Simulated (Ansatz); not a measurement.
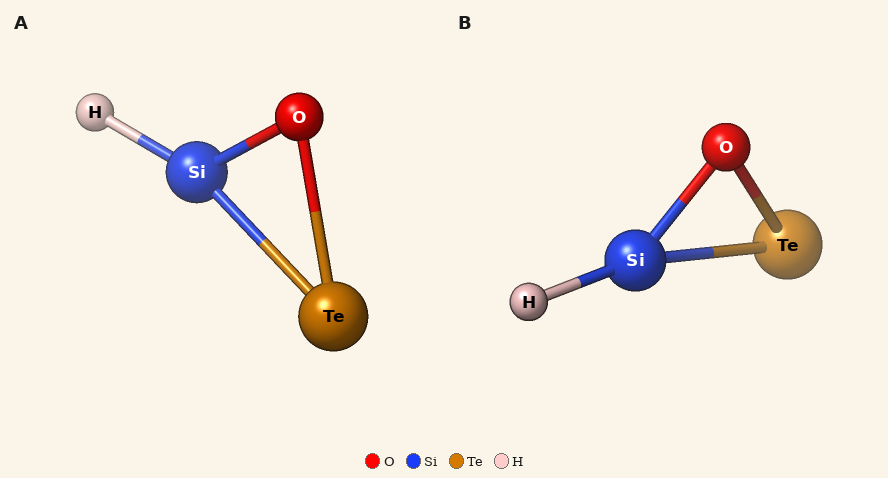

Distant atoms are faded towards the background colour. Charge +1, singlet. The geometry was computed by an optimisation with PBE0-D4/def2-TZVP. No frequency run is at hand to confirm it as a minimum.

Can A be turned into B by a rotation alone?

Answer. Yes. They are the same structure, HOSiTe (charge +1), seen from two directions. With point group Cs it is achiral, so its mirror image would be the same too.
